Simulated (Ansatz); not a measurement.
**NO₂Si (charge −1): density, localisation and related maps**

```xyz
4

N    -0.6596   -0.9026    1.3102
O     1.0377    1.5472    0.4649
O    -1.5900    0.2547    0.0061
Si   -0.1025    0.5002    0.6095
```

Geometry: B3LYP-D3(BJ)/def2-SVPD.

Computed with Ansatz 0.2.0, isolated molecule in a Gaussian basis; Kohn-Sham density functional theory, functional PBE0.

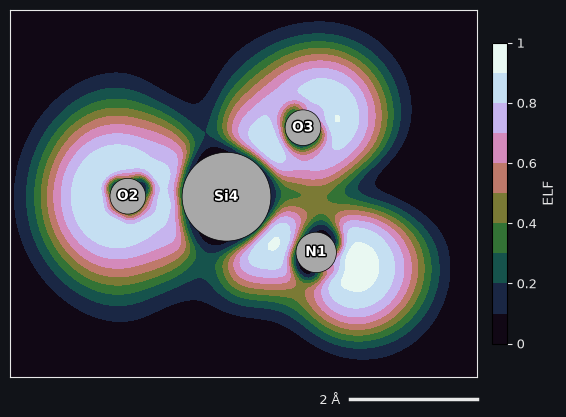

Figure 1. Electron localisation function on the molecular plane. Grey discs cover the atomic cores.

What does the map show?

The section cuts through N, O and Si sites.
Si–O (1.55 Å): the ELF peaks at about 0.85 between the atoms: a polar covalent bond.
Si–N (1.66 Å): the ELF peaks at about 0.85 between the atoms (a short, strongly polar bond).
Si–O (1.62 Å): the ELF peaks at about 0.85 between the atoms (a polar covalent bond).
The ELF also peaks beside N1, O2 and O3, away from the bonds: lone-pair regions.

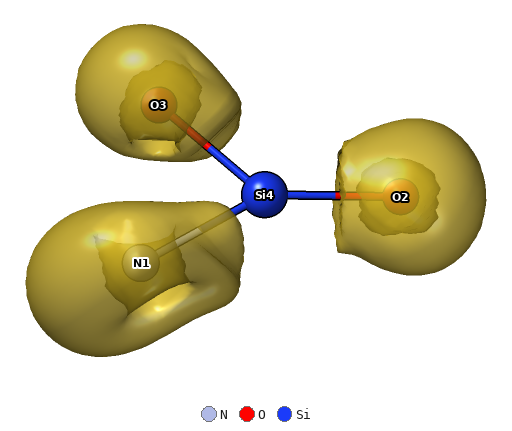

Figure 2. Isosurface of the electron localisation function at 0.75 (yellow), seen at a tilt. Only the valence region is drawn (cores and ρ < 0.01 e/Å³ removed).

What do the ELF domains correspond to?

The surface consists of one region on N in which the atom's valence shell and bonds are merged and two regions wrapped around O (its lone pairs, merged into a ring or cap).

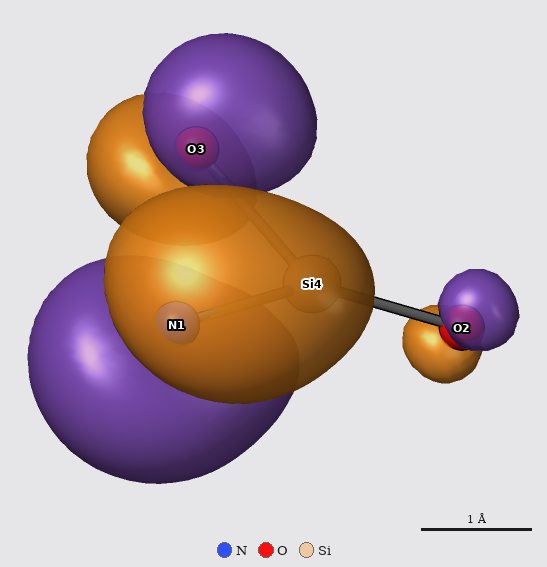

Figure 3. The HOMO at ±0.1 Å⁻³ᐟ² (orange and purple are the two phases), seen at a tilt.

Describe this orbital and give its energy.

It lies mainly on N1 (about 65 %) and O3 (about 20 %); it changes sign across the molecular plane (π type); π-antibonding (a node) across O3–Si4. Its energy is −1.57 eV.
